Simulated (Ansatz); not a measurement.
# A hypothetical structure for Be2Al3, part 2 of 2

This structure for Be2Al3 is made up. Its elements were placed in a known structure type with a cell scaled to their sizes. What cell does the guess relax to, and how far off was it?

Ansatz 0.2.0; DFT, PBEsol, plane-wave PAW, files of the set soft_1, scalar-relativistic, no spin, cell and ions relaxed at zero pressure; PAW set soft_1 (the session's first sound run).

So far: Set-up; Relaxing cell and atoms. The relaxed cell has a = 3.975, c = 5.140 Å (conventional setting).

## Step 3: Bands of the relaxed cell

With the geometry fixed, one more self-consistent run, with a narrower smearing and the mesh shown in its input, gives the bands, and its pressure, and its forces where symmetry allows any, show how far the geometry depends on these settings.

This step: DFT, PBEsol, plane-wave PAW, files of the set soft_1, scalar-relativistic, no spin, bands and density of states at the relaxed cell; PAW set soft_1 (Ansatz 0.2.0).

input.yaml

```yaml
crystal:
  lattice:
    - [3.9754094482, 0.0, 0.0]
    - [-1.9877047241, 3.4428055726, 0.0]
    - [0.0, 0.0, 5.140349798]
  atoms:
    - { symbol: Al, position: [0.6666666667, 0.3333333333, 0.6517595484] }
    - { symbol: Al, position: [0.3333333333, 0.6666666667, 0.3482404516] }
    - { symbol: Al, position: [0.0, 0.0, 0.0] }
    - { symbol: Be, position: [0.6666666667, 0.3333333333, 0.1693426656] }
    - { symbol: Be, position: [0.3333333333, 0.6666666667, 0.8306573344] }
kpoints:
  mp_grid: { grid: [10, 10, 6] }
  band_path:
    path:
      - [[0.0, 0.0, 0.0], [0.5, 0.0, 0.0], [0.33333333, 0.33333333, 0.0], [0.0, 0.0, 0.0], [0.0, 0.0, 0.5], [0.5, 0.0, 0.5], [0.33333333, 0.33333333, 0.5], [0.0, 0.0, 0.5]]
      - [[0.5, 0.0, 0.5], [0.5, 0.0, 0.0]]
      - [[0.33333333, 0.33333333, 0.0], [0.33333333, 0.33333333, 0.5]]
    npoints: 8
scf:
  occupations: { method: fermi_dirac, width: 0.03 }
  n_extra_bands: 9
hamiltonian:
  xc: pbesol
  pseudopotentials: { kind: paw, azcp: { folder: soft_1 }, xc_functional: pbe }
output:
  forces: true
  stress: true
  write_bands: true
  dos: { projected: true }
  write_density: true
  write_potential: true
  elf: true
  volumetric_format: npy
```

Run with:

```
ansatz run input.yaml --threads 4 --pin off --max-ram 8192MiB --backend cpu --events-out ev --progress --plain --runs-dir out
```

Numbers of over 12 decimals in the logs are rounded to 6 here.

Log:

```text
[...]
Crystal: 5 atoms, lattice volume = 70.354 Å³
Basis set: ecut = 420 eV, 1409 PW (Γ), exchange–correlation on 54×54×72 points (8 copies of the dense FFT grid, shifted against one another)
Bands: 16, of which v1, the nominal top of the filled ones, is band 7 counted from 1 (6 counted from 0)
Symmetry: 12 space group operations
[...]
k-points: 72 of 600
[...]
SCF iter   1: F=—  HF=-1753.528313 eV  |F-HF|=—  |Δ(HF+E_count)|=         —  Δρ=2.95e-2  dr2=1.20e0  ethr=3.10e-3  ⟨swp⟩=6.3  Hψ=7536  notcnv=0
[...]
SCF iter   7: F=-1753.025724 eV  HF=-1753.025724 eV  |F-HF|=1.18e-9  |Δ(HF+E_count)|=   9.61e-8  Δρ=1.88e-6  dr2=2.83e-9  ethr=7.69e-10  ⟨swp⟩=12.8  Hψ=7592  notcnv=0
SCF 1 converged in 7 iterations: F = -1753.025724 eV  dr2 = 2.83e-9
[...]
NSCF: frozen V_eff on 75 k-points
SCF converged after 7 iterations
Free energy (F): -1753.025724 eV
[...]
Internal energy: -1753.020712 eV  (E = F + TS)
E sigma→0 (E₀):  -1753.023218 eV
Entropy (-TS):   -0.005012 eV (-1.002 meV/atom)
Fermi energy:    7.213255 eV
[...]
--- Forces (eV/Å), atoms counted from 1 ---
  atom   1  Al     0.00000000     0.00000000    -0.02770728
  atom   2  Al     0.00000000    -0.00000000     0.02770728
  atom   3  Al     0.00000000    -0.00000000     0.00000000
  atom   4  Be    -0.00000000     0.00000000     0.01245400
  atom   5  Be    -0.00000000    -0.00000000    -0.01245400
  max |Σ_I F_I| component: 9.25e-18 eV/Å
--- Stress (GPa, compression-positive) ---
       -0.278988      -0.000000      -0.000000
       -0.000000      -0.278988       0.000000
       -0.000000       0.000000       1.076876
  P = ⅓ Tr σ = 0.1730 GPa (1.730 kbar)
--- Band table (eV; the first three rows and the last of 72) ---
  k-point 0: bands = [... 3 lower, 6.1829, 6.1829, 7.3299, 7.3299, 9.4625, 10.6870, 10.9912, 10.9912, ... 5 higher]
  k-point 1: bands = [... 3 lower, 6.3108, 6.3108, 7.4057, 7.4057, 9.4308, 9.9873, 9.9873, 10.6719, ... 5 higher]
  k-point 2: bands = [... 3 lower, 6.6720, 6.6720, 7.5414, 7.5414, 8.9138, 8.9138, 8.9915, 10.5449, ... 5 higher]
  k-point 71: bands = [... 3 lower, 1.6239, 2.0152, 3.1723, 10.0522, 10.4695, 11.0623, 11.6098, 11.8638, ... 5 higher]
```

Elapsed: 1.9 s, on 4 threads of Arm Neoverse V1, shared host; peak memory 0.37 GiB.

This step gave:

```
free energy             : -1753.0257 eV
energy at zero smearing : -1753.0232 eV
smearing term TS        : 0.005012 eV
Fermi energy            : 7.213 eV
pressure                : 0.1730 GPa
```

From bands.tsv, the bands that come nearest the Fermi level along the path, at its corners, in eV from the Fermi level:

```tsv
point	band 3	band 4	band 5	band 6	band 7	band 8	band 9	band 10
Γ	-5.53	-1.03	-1.03	0.12	0.12	2.25	3.47	3.78
M	-3.74	-3.33	-3.25	-2.41	-2.10	-0.52	1.40	2.82
K	-6.84	-3.06	-3.06	-1.85	-1.14	-1.14	-0.01	4.37
Γ	-5.53	-1.03	-1.03	0.12	0.12	2.25	3.47	3.78
A	-0.18	-0.18	-0.11	0.26	0.26	0.46	1.28	1.28
L	-6.59	-5.72	-2.64	-1.16	-0.23	0.10	3.21	3.41
H	-6.26	-5.53	-5.53	-4.22	3.18	3.18	4.36	4.36
A	-0.18	-0.18	-0.11	0.26	0.26	0.46	1.28	1.28
L	-6.59	-5.72	-2.64	-1.16	-0.23	0.10	3.21	3.41
M	-3.74	-3.33	-3.25	-2.41	-2.10	-0.52	1.40	2.82
K	-6.84	-3.06	-3.06	-1.85	-1.14	-1.14	-0.01	4.37
H	-6.26	-5.53	-5.53	-4.22	3.18	3.18	4.36	4.36
```

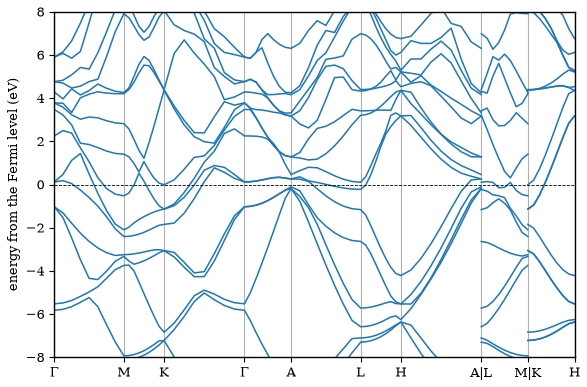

Bands along the path.

States per cell as run, both spins, in windows of 1 eV, from dos.tsv (zero at the Fermi level):

```csv
from,to,total
-8,-7,1.11
-7,-6,1.10
-6,-5,1.21
-5,-4,1.54
-4,-3,2.02
-3,-2,1.26
-2,-1,1.40
-1,0,1.46
0,1,2.42
1,2,1.69
2,3,1.86
3,4,1.88
4,5,2.45
```

Below -8 eV lie 1.8 more states.

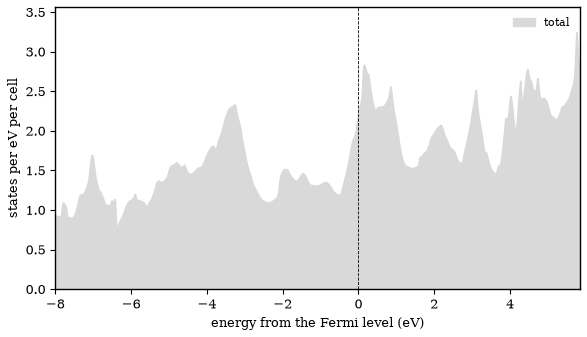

Total density of states, smoothed over about 0.04 eV.

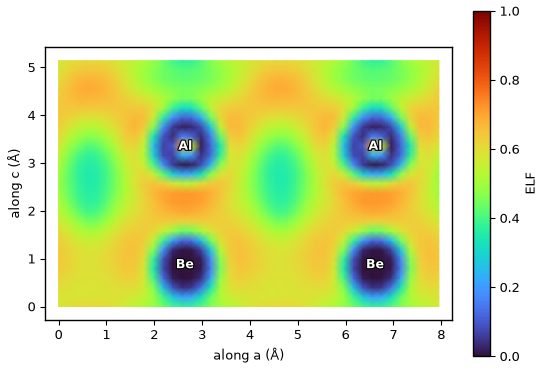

ELF in the ac plane at fractional y = 0.333, with atoms of Al and Be within 0.2 Å of it. It is the smooth field of the valence electrons, not physical close to the nuclei.

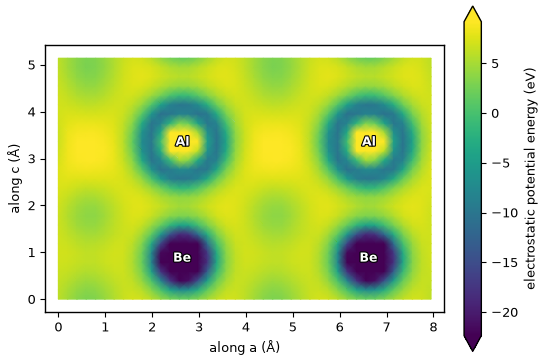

Electrostatic potential energy in the ac plane at fractional y = 0.333, with atoms of Al and Be within 0.2 Å of it. With pseudopotentials it is smooth inside the atoms' cores, unlike the true potential.

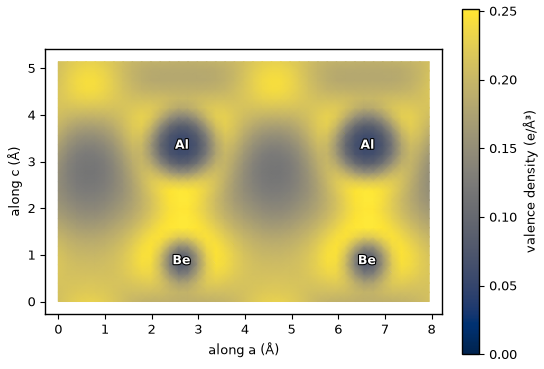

Valence density in the ac plane at fractional y = 0.333, with atoms of Al and Be within 0.2 Å of it. It is the smooth field of the valence electrons, not physical close to the nuclei.

## Step 4: Summary of results

| Property | Result |
| --- | --- |
| space group, relaxed | P-3m1 |
| conventional cell | a = 3.975, b = 3.975, c = 5.140 Å; α = 90.0°, β = 90.0°, γ = 120.0° |
| volume per atom | 14.07 Å³ (guess 13.17) |

What this shows: Be2Al3 relaxes to P-3m1 with a = 3.975, b = 3.975 and c = 5.140 Å. The guessed volume was 6 % too small. The space group P-3m1 was held in the relaxation, so the end point is a stationary structure within it and may be a saddle against distortions or other arrangements. Bands cross the Fermi level, so it is a metal or semimetal at this level. The electron count is odd, which forces that without spin polarisation or a larger cell. On the 10×10×6 mesh with the narrower smearing (relaxed on 8×8×6) the largest force component is 0.028 eV/Å and the largest stress component is 1.077 GPa, against the relaxation's thresholds of 0.015 eV/Å and 0.05 GPa. The cutoff wasn't tested. No dispersion term is used, so weakly bound directions may come out too long. Nothing here tests whether the compound is stable against decomposition.

[Logs are printed without paths, hosts, clocks, repeated set-up lines and the standing remarks that a program may print on its own settings, such as how far it seeks lower states.]

[Hosts, paths, dates, database ids (printed as entryN), source tags and the programs' standing remarks are cut or masked in the printed files.]
